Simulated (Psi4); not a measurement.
# BF (SMILES [B]F): OMP2/def2-TZVPPD (density fitting for correlation)

What is the vertical electron affinity of BF at OMP2/def2-TZVPPD (density fitting for correlation)? Input form: a Python script.

The results are computed with Psi4 1.11.

### 1 Starting point

BF: 2 atoms, total charge 0, spin state singlet. As SMILES, `[B]F`. The coordinates come from a PBE0-D4/def2-TZVP relaxation.

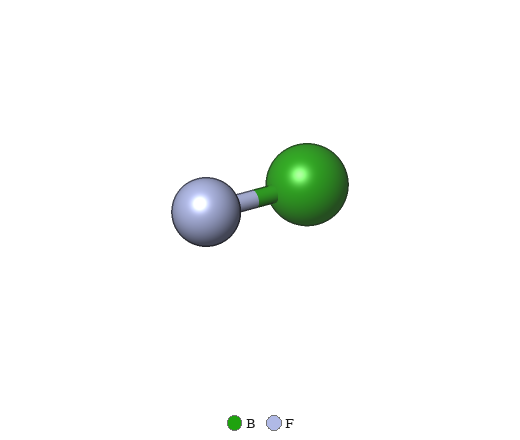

The structure, seen from a chosen angle (boron green, fluorine light blue).

### 2 A single-point energy at OMP2/def2-TZVPPD (density fitting for correlation)

bf.xyz

```xyz
2
BF
B      0.000000     0.000000    -0.009350
F      0.000000     0.000000     1.253740
```

bf.py

```python
import psi4

psi4.set_memory('2200 MB')
psi4.set_num_threads(1)
psi4.core.set_output_file('output.dat', False)

with open('bf.xyz') as f:
    atoms = ''.join(f.readlines()[2:])
m = psi4.geometry('0 1\n' + atoms + 'symmetry c1\nno_reorient\nno_com')

psi4.set_options({
    'basis': 'def2-TZVPPD',
    'puream': True,
    'e_convergence': 1e-09,
    'd_convergence': 1e-08,
    'scf_type': 'pk',
    'num_frozen_docc': 2,
})

energy_value = psi4.energy("omp2", molecule=m)
print(f'omp2 energy: {energy_value:.10f} Eh')
```

Started as:

```bash
$ python bf.py
```

output.dat:

```text
=> Loading Basis Set <=

    Name: DEF2-TZVPPD
    Role: ORBITAL
    Keyword: BASIS

         ---------------------------------------------------------
                                   SCF
                              RHF Reference
                        1 Threads,   2098 MiB Core
         ---------------------------------------------------------

  ==> Geometry <==

    Molecular point group: c1
    Full point group: C_inf_v

    Geometry (in Angstrom), charge = 0, multiplicity = 1:

       Center              X                  Y                   Z               Mass
    ------------   -----------------  -----------------  -----------------  -----------------
         B            0.000000000000     0.000000000000    -0.009350000000    11.009305360000
         F            0.000000000000     0.000000000000     1.253740000000    18.998403162730

  Running in c1 symmetry.

  Rotational constants: A = ************  B =      0.56448  C =      0.56448 [cm^-1]
  Rotational constants: A = ************  B =  16922.75780  C =  16922.75780 [MHz]
  Nuclear repulsion =   18.852951476260600

  Charge       = 0
  Multiplicity = 1
  Electrons    = 14
  Nalpha       = 7
  Nbeta        = 7

  ==> Algorithm <==

  SCF Algorithm Type is PK.
  DIIS enabled.
  MOM disabled.
  Fractional occupation disabled.
  Guess Type is SAD.
  Energy threshold   = 1.00e-09
  Density threshold  = 1.00e-08
  Integral threshold = 1.00e-12

  ==> Primary Basis <==

  Basis Set: DEF2-TZVPPD
    Blend: DEF2-TZVPPD
    Number of shells: 27
    Number of basis functions: 77
    Number of Cartesian functions: 89
    Spherical Harmonics?: true
    Max angular momentum: 3

  ==> Integral Setup <==

  Using in-core PK algorithm.
   Calculation information:
      Number of atoms:                   2
      Number of AO shells:              27
      Number of primitives:             45
      Number of atomic orbitals:        89
      Number of basis functions:        77

      Integral cutoff                 1.00e-12
      Number of threads:                 1

  Performing in-core PK
  Using 9021012 doubles for integral storage.
  We computed 71222 shell quartets total.
  Whereas there are 71631 unique shell quartets.

  ==> DiskJK: Disk-Based J/K Matrices <==

    J tasked:                  Yes
    K tasked:                  Yes
    wK tasked:                  No
    Memory [MiB]:             1573
    Schwarz Cutoff:          1E-12

  Minimum eigenvalue in the overlap matrix is 4.2087383224E-04.
  Reciprocal condition number of the overlap matrix is 7.6050242589E-05.
    Using symmetric orthogonalization.

  ==> Pre-Iterations <==

  SCF Guess: Superposition of Atomic Densities via on-the-fly atomic UHF (no occupation information).

   -------------------------
    Irrep   Nso     Nmo
   -------------------------
     A         77      77
   -------------------------
    Total      77      77
   -------------------------

  ==> Iterations <==

                        Total Energy        Delta E     RMS |[F,P]|

   @RHF iter SAD:  -123.40181102160957   -1.23402e+02   0.00000e+00
   @RHF iter   1:  -124.14325970729041   -7.41449e-01   3.24399e-03 DIIS/ADIIS
   @RHF iter   2:  -124.15521009002396   -1.19504e-02   2.13949e-03 DIIS/ADIIS
   @RHF iter   3:  -124.16233320897794   -7.12312e-03   1.54350e-04 DIIS/ADIIS
   @RHF iter   4:  -124.16242080622081   -8.75972e-05   2.59381e-05 DIIS
   @RHF iter   5:  -124.16242475929339   -3.95307e-06   7.22432e-06 DIIS
   @RHF iter   6:  -124.16242510677405   -3.47481e-07   1.58155e-06 DIIS
   @RHF iter   7:  -124.16242512001855   -1.32445e-08   2.46211e-07 DIIS
   @RHF iter   8:  -124.16242512045753   -4.38973e-10   3.27985e-08 DIIS
   @RHF iter   9:  -124.16242512046854   -1.10134e-11   3.87468e-09 DIIS
  Energy and wave function converged.

  ==> Post-Iterations <==

    Orbital Energies [Eh]
    ---------------------

    Doubly Occupied:

       1A    -26.377976     2A     -7.710295     3A     -1.699628
       4A     -0.855053     5A     -0.745955     6A     -0.745955
       7A     -0.405065

    Virtual:

       8A      0.057809     9A      0.079639    10A      0.079639
      11A      0.103780    12A      0.165012    13A      0.165012
      14A      0.176804    15A      0.184728    16A      0.184728
      17A      0.230818    18A      0.230818    19A      0.254194
      20A      0.298453    21A      0.337762    22A      0.337762
      23A      0.400065    24A      0.529542    25A      0.599820
      26A      0.599820    27A      0.706175    28A      0.708161
      29A      0.708161    30A      0.727578    31A      0.727578
      32A      0.767141    33A      0.767141    34A      0.915813
      35A      1.068391    36A      1.085365    37A      1.085365
      38A      1.212708    39A      1.225066    40A      1.225066
      41A      1.272778    42A      1.683350    43A      1.906629
      44A      1.906629    45A      1.951402    46A      1.951402
      47A      2.002722    48A      2.002722    49A      2.147345
      50A      2.147345    51A      2.250057    52A      2.370220
      53A      2.370220    54A      2.624978    55A      2.624978
      56A      2.793029    57A      3.201621    58A      3.201621
      59A      3.294707    60A      3.971939    61A      3.971939
      62A      4.398782    63A      5.210178    64A      7.313262
      65A      7.313262    66A      7.440626    67A      7.440626
      68A      7.640008    69A      7.640008    70A      7.694460
      71A      9.010360    72A      9.010360    73A      9.356993
      74A      9.356993    75A      9.546441    76A     14.810419
      77A     59.341715

    Final Occupation by Irrep:
              A
    DOCC [     7 ]
    NA   [     7 ]
    NB   [     7 ]

  @RHF Final Energy:  -124.16242512046854

   => Energetics <=

    Nuclear Repulsion Energy =             18.8529514762605999
    One-Electron Energy =                -208.9509013612274089
    Two-Electron Energy =                  65.9355247644982541
    Total Energy =                       -124.1624251204685407

Computation Completed

Properties will be evaluated at   0.000000,   0.000000,   0.000000 [a0]

Properties computed using the SCF density matrix

 Multipole Moments:

 ------------------------------------------------------------------------------------
     Multipole            Electronic (a.u.)      Nuclear  (a.u.)        Total (a.u.)
 ------------------------------------------------------------------------------------

 L = 1.  Multiply by 2.5417464519 to convert [e a0] to [Debye]
 Dipole X            :          0.0000000            0.0000000            0.0000000
 Dipole Y            :          0.0000000            0.0000000            0.0000000
 Dipole Z            :        -20.8910918           21.2346824            0.3435906
 Magnitude           :                                                    0.3435906

 ------------------------------------------------------------------------------------

	total time  =          1 seconds =       0.02 minutes
  Constructing Basis Sets for DFOCC...

   => Loading Basis Set <=

    Name: (DEF2-TZVPPD AUX)
    Role: JKFIT
    Keyword: DF_BASIS_SCF

   => Loading Basis Set <=

    Name: (DEF2-TZVPPD AUX)
    Role: RIFIT
    Keyword: DF_BASIS_CC

  Module DFOCC Options:
  ----------------------------------------------------------------------------
  ACTIVE                        => (empty)
  BASIS_RELATIVISTIC            => (empty)
  BENCH                         => (empty)
  CC_DIIS_MAX_VECS              => (empty)
  CC_DIIS_MIN_VECS              => (empty)
  CC_LAMBDA                     => (empty)
  CC_MAXITER                    => (empty)
  CC_TYPE                       => (empty)
  CHOLESKY                      => FALSE           !
  CHOLESKY_TOLERANCE            => (empty)
  CI_TYPE                       => (empty)
  COMPUT_S2                     => (empty)
  CUBEPROP_BASIS_FUNCTIONS      => (empty)
  CUBEPROP_FILEPATH             => (empty)
  CUBEPROP_ISOCONTOUR_THRESHOLD => (empty)
  CUBEPROP_ORBITALS             => (empty)
  CUBEPROP_TASKS                => (empty)
  CUBIC_BASIS_TOLERANCE         => (empty)
  CUBIC_BLOCK_MAX_POINTS        => (empty)
  CUBIC_GRID_OVERAGE            => (empty)
  CUBIC_GRID_SPACING            => (empty)
  CUTOFF                        => (empty)
  DDX                           => (empty)
  DEBUG                         => (empty)
  DERTYPE                       => (empty)
  DF_BASIS_CC                   => (empty)
  DIE_IF_NOT_CONVERGED          => (empty)
  DKH_ORDER                     => (empty)
  DOCC                          => (empty)
  DO_DIIS                       => (empty)
  DO_LEVEL_SHIFT                => (empty)
  DO_SCS                        => FALSE           !
  DO_SOS                        => FALSE           !
  E3_SCALE                      => (empty)
  EKT_IP                        => (empty)
  EXTERNAL_POTENTIAL_SYMMETRY   => (empty)
  E_CONVERGENCE                 => 1e-09           !
  FREEZE_CORE                   => (empty)
  FREEZE_CORE_POLICY            => (empty)
  FROZEN_DOCC                   => (empty)
  FROZEN_UOCC                   => (empty)
  HESS_TYPE                     => (empty)
  INTEGRAL_CUTOFF               => (empty)
  INTEGRAL_PACKAGE              => (empty)
  LEVEL_SHIFT                   => (empty)
  LINEQ_SOLVER                  => (empty)
  LITERAL_CFOUR                 => (empty)
  LS_THC_BASIS_TOLERANCE        => (empty)
  LS_THC_DF                     => (empty)
  LS_THC_PRUNING_SCHEME         => (empty)
  LS_THC_RADIAL_POINTS          => (empty)
  LS_THC_SPHERICAL_POINTS       => (empty)
  LS_THC_S_EPSILON              => (empty)
  LS_THC_WEIGHTS_TOLERANCE      => (empty)
  MAT_NUM_COLUMN_PRINT          => (empty)
  MAX_MOGRAD_CONVERGENCE        => (empty)
  MAX_RADIAL_MOMENT             => (empty)
  MBIS_D_CONVERGENCE            => (empty)
  MBIS_MAXITER                  => (empty)
  MBIS_PRUNING_SCHEME           => (empty)
  MBIS_RADIAL_POINTS            => (empty)
  MBIS_SPHERICAL_POINTS         => (empty)
  MOLDEN_WITH_VIRTUAL           => (empty)
  MOLDEN_WRITE                  => (empty)
  MO_DIIS_NUM_VECS              => (empty)
  MO_MAXITER                    => (empty)
  MO_STEP_MAX                   => (empty)
  MP2_AMP_TYPE                  => (empty)
  MP2_OS_SCALE                  => (empty)
  MP2_SOS_SCALE                 => (empty)
  MP2_SOS_SCALE2                => (empty)
  MP2_SS_SCALE                  => (empty)
  MP2_TYPE                      => (empty)
  MP_TYPE                       => (empty)
  NAT_ORBS                      => FALSE           !
  NUM_FROZEN_DOCC               => 2               !
  NUM_FROZEN_UOCC               => (empty)
  NUM_GPUS                      => (empty)
  OCC_ORBS_PRINT                => (empty)
  OEPROP                        => (empty)
  OO_SCALE                      => (empty)
  OPT_METHOD                    => (empty)
  ORBITAL_OPTIMIZER_PACKAGE     => (empty)
  ORB_OPT                       => TRUE            !
  ORB_RESP_SOLVER               => (empty)
  ORTH_TYPE                     => (empty)
  PARENT_SYMMETRY               => (empty)
  PCG_BETA_TYPE                 => (empty)
  PCG_CONVERGENCE               => (empty)
  PCG_MAXITER                   => (empty)
  PCM                           => (empty)
  PE                            => (empty)
  PPL_TYPE                      => (empty)
  PRINT                         => (empty)
  PRINT_NOONS                   => (empty)
  PROPERTIES                    => (empty)
  PROPERTIES_ORIGIN             => (empty)
  PUREAM                        => TRUE            !
  QCHF                          => (empty)
  QC_MODULE                     => (empty)
  RAS1                          => (empty)
  RAS2                          => (empty)
  RAS3                          => (empty)
  RAS4                          => (empty)
  READ_SCF_3INDEX               => (empty)
  REGULARIZATION                => (empty)
  REG_PARAM                     => (empty)
  RELATIVISTIC                  => (empty)
  REMP_A                        => (empty)
  RESTRICTED_DOCC               => (empty)
  RESTRICTED_UOCC               => (empty)
  RMS_MOGRAD_CONVERGENCE        => (empty)
  R_CONVERGENCE                 => (empty)
  SCF_TYPE                      => PK              !
  SCREENING                     => (empty)
  SCS_TYPE                      => (empty)
  SOCC                          => (empty)
  SOS_TYPE                      => (empty)
  TRIPLES_IABC_TYPE             => (empty)
  WFN                           => (empty)
  WFN_TYPE                      => DF-OMP2         !
  WRITER_FILE_LABEL             => (empty)
  ZORA_BASIS_TOLERANCE          => (empty)
  ZORA_NR_DEBUG                 => (empty)
  ZORA_PRUNING_SCHEME           => (empty)
  ZORA_RADIAL_POINTS            => (empty)
  ZORA_SPHERICAL_POINTS         => (empty)

	Warning: cc_lambda option is changed to TRUE
	For this residual convergence, default PCG convergence is:     1.00e-07
	For this energy convergence, default RMS orbital gradient is:     3.16e-07
	For this energy convergence, default MAX orbital gradient is:     2.00e-06

 ==============================================================================
 ==============================================================================
 ==============================================================================

                      DF-OMP2 (DF-OO-MP2)

 ==============================================================================
 ==============================================================================
 ==============================================================================

	MO Hessian type is changed to 'HF'
	MO spaces...

	 FC   OCC   VIR   FV
	----------------------
	  2    5    70    0
	Number of basis functions in the DF-HF basis: 152
	Number of basis functions in the DF-CC basis: 184

	Minimum required memory for amplitudes:      2.80 MB

	Computing DF-MP2 energy using SCF MOs (Canonical DF-MP2)...
	=======================================================================
	Nuclear Repulsion Energy (a.u.)    :    18.85295147626060
	DF-HF Energy (a.u.)                :  -124.16242512046854
	REF Energy (a.u.)                  :  -124.16242512046854
	DF-MP2 Correlation Energy (a.u.)   :    -0.32129937700925
	DF-MP2 Total Energy (a.u.)         :  -124.48372449747779
	=======================================================================

	Number of independent-pairs: 500

 ==============================================================================
 ================ Performing DF-OMP2 iterations... ============================
 ==============================================================================
	            Minimizing DF-MP2-L Functional
	            ------------------------------
 Iter       E_total           DE           RMS MO Grad      MAX MO Grad      RMS T2
 ----    ---------------    ----------     -----------      -----------     ----------
	successfully fired up coupled DIIS...
   1     -124.4885763994     -4.80e-03       8.02e-04         9.63e-03        4.19e-05
   2     -124.4878782610      6.98e-04       1.02e-03         1.96e-02        1.24e-05
   3     -124.4888699421     -9.92e-04       2.15e-04         4.01e-03        7.95e-06
   4     -124.4888672704      2.67e-06       2.61e-04         4.29e-03        3.97e-06
   5     -124.4889036693     -3.64e-05       1.35e-04         2.35e-03        2.61e-06
   6     -124.4889206586     -1.70e-05       7.51e-05         1.52e-03        5.92e-07
   7     -124.4889034649      1.72e-05       1.53e-04         3.07e-03        3.37e-06
   8     -124.4889268529     -2.34e-05       3.53e-05         6.89e-04        7.25e-07
   9     -124.4889280591     -1.21e-06       1.37e-05         2.34e-04        1.74e-07
  10     -124.4889277940      2.65e-07       2.24e-05         3.89e-04        3.80e-07
  11     -124.4889280847     -2.91e-07       1.60e-05         2.71e-04        2.67e-07
  12     -124.4889283148     -2.30e-07       6.79e-06         1.39e-04        2.33e-08
  13     -124.4889284215     -1.07e-07       4.01e-06         5.51e-05        4.84e-08
  14     -124.4889284449     -2.34e-08       5.02e-07         6.25e-06        5.49e-09
  15     -124.4889284451     -1.94e-10       1.91e-07         4.04e-06        5.29e-10
  16     -124.4889284451     -2.15e-11       1.46e-07         3.07e-06        4.26e-10
  17     -124.4889284451     -2.39e-11       6.23e-08         1.28e-06        1.81e-10
  18     -124.4889284452     -4.97e-12       7.77e-09         1.04e-07        8.82e-11
  19     -124.4889284452     -1.56e-13       2.98e-09         4.37e-08        2.78e-11

 ==============================================================================
 ======================== DF-OMP2 ITERATIONS ARE CONVERGED ====================
 ==============================================================================

	Computing MP2 energy using optimized MOs...
	=======================================================================
	Nuclear Repulsion Energy (a.u.)    :    18.85295147626060
	DF-HF Energy (a.u.)                :  -124.16242512046854
	REF Energy (a.u.)                  :  -124.15681935038596
	DF-MP2 Correlation Energy (a.u.)   :    -0.32650332468053
	DF-MP2 Total Energy (a.u.)         :  -124.48892844514907
	=======================================================================

	=======================================================================
	================ DF-OMP2 FINAL RESULTS ================================
	=======================================================================
	Nuclear Repulsion Energy (a.u.)    :    18.85295147626060
	DF-HF Energy (a.u.)                :  -124.16242512046854
	REF Energy (a.u.)                  :  -124.15681935038596
	DF-OMP2 Correlation Energy (a.u.)  :    -0.32650332468418
	Edfomp2 - Eref (a.u.)              :    -0.33210909476676
	DF-OMP2 Total Energy (a.u.)        :  -124.48892844515272
	=======================================================================

	total time  =          3 seconds =       0.05 minutes
```

The script printed:

```text
omp2 energy: -124.4889284452 Eh
```

It took 4.8 s on 1 thread of Intel Xeon 6975P-C (Granite Rapids), shared host; peak memory 0.26 GiB.

(Part 1 of 2 ends here.)
